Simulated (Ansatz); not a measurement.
**CH6B− ([BMeH3]-) at CAM-B3LYP/STO-3G**

Aim: the energy change on altering one bond length of CH6B− ([BMeH3]-) at CAM-B3LYP/STO-3G, from 2 runs. 

Program for the calculation: Ansatz 0.2.0.

1 further run of the same task is left out (it didn't finish).

## (1) Starting point

CH6B− has 8 atoms, charge -1, and is taken as a singlet. As SMILES, `[H][B-]([H])([H])C`. Geometry: relaxed at GFN2-xTB.

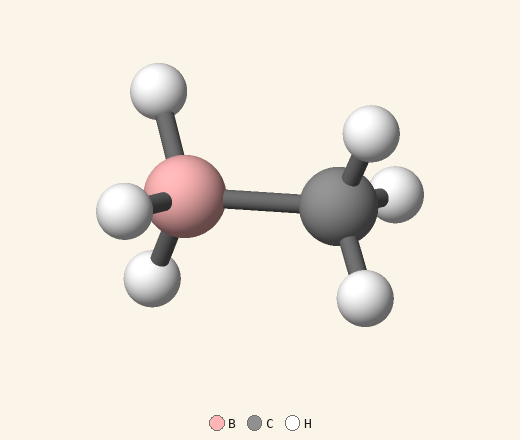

Viewed from a chosen angle; boron pink, carbon grey, hydrogen white.

## (2) The energy at CAM-B3LYP/STO-3G

Contents of job.yaml:

```yaml
crystal:
  periodic: [false, false, false]
  atoms:
    - symbol: B
      position_ang: [-0.002120, 0.003030, -0.820260]
    - symbol: C
      position_ang: [0.002160, -0.002850, 0.828840]
    - symbol: H
      position_ang: [-1.010180, 0.041900, 1.245300]
    - symbol: H
      position_ang: [0.550190, 0.849940, 1.244930]
    - symbol: H
      position_ang: [0.469650, -0.905360, 1.238890]
    - symbol: H
      position_ang: [1.151450, -0.035240, -1.249110]
    - symbol: H
      position_ang: [-0.546150, 1.024230, -1.240270]
    - symbol: H
      position_ang: [-0.615010, -0.975650, -1.248310]
basis:
  gaussian:
    orbitals: STO-3G
hamiltonian:
  xc: {name: CAM-B3LYP}
accuracy: high
total_charge: -1
```

Command:

```sh
ansatz run job.yaml --threads 1 --pin off --max-ram 2610MiB --events-out events.jsonl --progress --plain --runs-dir runs
```

Standard output:

```text
Warning: RAYON_NUM_THREADS=1 ignored (pool sized by the plan → 1); use --threads N
Functional definition: CAM-B3LYP
  name "CAM-B3LYP"
  parameter alpha = 0.19
  parameter beta = 0.46
  parameter omega = 0.33/bohr
  parameter ac = 0.81
  exchange = (1 - alpha - beta)*b88_x + beta*b88_x_sr(omega) + alpha*exact_x + beta*exact_x_lr(omega)
  correlation = (1 - ac)*vwn5_c + ac*lyp_c
278 factors; integrals over basis functions are off by at most 1.5e-8 eV
175 factors; integrals over basis functions are off by at most 6.2e-10 eV
mean field evaluation 1: about -1785.2131 eV, gradient 1.5e1 eV
mean field evaluation 2: about -1785.8909 eV, gradient 8.1e0 eV
mean field evaluation 4: about -1786.0760 eV, gradient 1.8e-1 eV
mean field evaluation 8: about -1786.0190 eV, gradient 3.3e-4 eV
mean field -1786.01901647 eV, -65.6349882479 hartree, gradient 2.2e-8 eV, S^2 0.000000; 0 other end points of the search recorded, 0 dependent functions left out
reference -1786.01902971 eV, -65.6349887347 hartree; 9, 9 occupied and 7, 7 virtual orbitals, 278 factors
Total energy: -1786.01902971 eV, -65.6349887347 hartree
```

Run time: 1.1 s. Hardware: 1 thread of Arm Neoverse V2, shared host; peak memory 0.092 GiB.

## (3) The distorted shape at the same level

Contents of in.yaml:

```yaml
crystal:
  periodic: [false, false, false]
  atoms:
    - {symbol: B, position_ang: [-0.139119, -0.210155, -0.924276]}
    - {symbol: C, position_ang: [-0.134839, -0.216035, 0.724824]}
    - {symbol: H, position_ang: [-1.147179, -0.171285, 1.141284]}
    - {symbol: H, position_ang: [0.550190, 0.849940, 1.244930]}
    - {symbol: H, position_ang: [0.332651, -1.118545, 1.134874]}
    - {symbol: H, position_ang: [1.014451, -0.248425, -1.353126]}
    - {symbol: H, position_ang: [-0.683149, 0.811045, -1.344286]}
    - {symbol: H, position_ang: [-0.752009, -1.188835, -1.352326]}
basis:
  gaussian:
    orbitals: STO-3G
total_charge: -1
hamiltonian:
  xc: {name: CAM-B3LYP}
accuracy: high
```

Command:

```sh
ansatz run in.yaml --threads 1 --pin off --max-ram 2610MiB --events-out events.jsonl --progress --plain --runs-dir runs
```

Standard output:

```text
Warning: RAYON_NUM_THREADS=1 ignored (pool sized by the plan → 1); use --threads N
Functional definition: CAM-B3LYP
  name "CAM-B3LYP"
  parameter alpha = 0.19
  parameter beta = 0.46
  parameter omega = 0.33/bohr
  parameter ac = 0.81
  exchange = (1 - alpha - beta)*b88_x + beta*b88_x_sr(omega) + alpha*exact_x + beta*exact_x_lr(omega)
  correlation = (1 - ac)*vwn5_c + ac*lyp_c
278 factors; integrals over basis functions are off by at most 1.7e-8 eV
177 factors; integrals over basis functions are off by at most 6.4e-10 eV
mean field evaluation 1: about -1784.0154 eV, gradient 1.8e1 eV
mean field evaluation 2: about -1784.7387 eV, gradient 1.2e1 eV
mean field evaluation 4: about -1785.1651 eV, gradient 2.5e-1 eV
mean field evaluation 8: about -1785.0922 eV, gradient 3.0e-4 eV
mean field -1785.09223021 eV, -65.6009294813 hartree, gradient 2.7e-8 eV, S^2 0.000000; 0 other end points of the search recorded, 0 dependent functions left out
reference -1785.09224352 eV, -65.6009299705 hartree; 9, 9 occupied and 7, 7 virtual orbitals, 278 factors
Total energy: -1785.09224352 eV, -65.6009299705 hartree
```

It took 1.1 s on 1 thread of Arm Neoverse V2, shared host; peak memory 0.095 GiB.

## (4) What came out

Level: CAM-B3LYP/STO-3G.

| quantity | value |
| --- | --- |
| first shape: total energy | -65.63499 Eh |
| distorted shape: total energy | -65.60093 Eh |
| energy change with the C2–H4 bond stretched from 1.096 to 1.370 Å | 0.927 eV |

**Reading.** With the C2–H4 bond stretched from 1.096 to 1.370 Å the energy rises by 0.93 eV (89.4 kJ/mol). The first shape isn't relaxed at this level, so the change isn't measured from a minimum. The minimal basis adds a large error of its own.
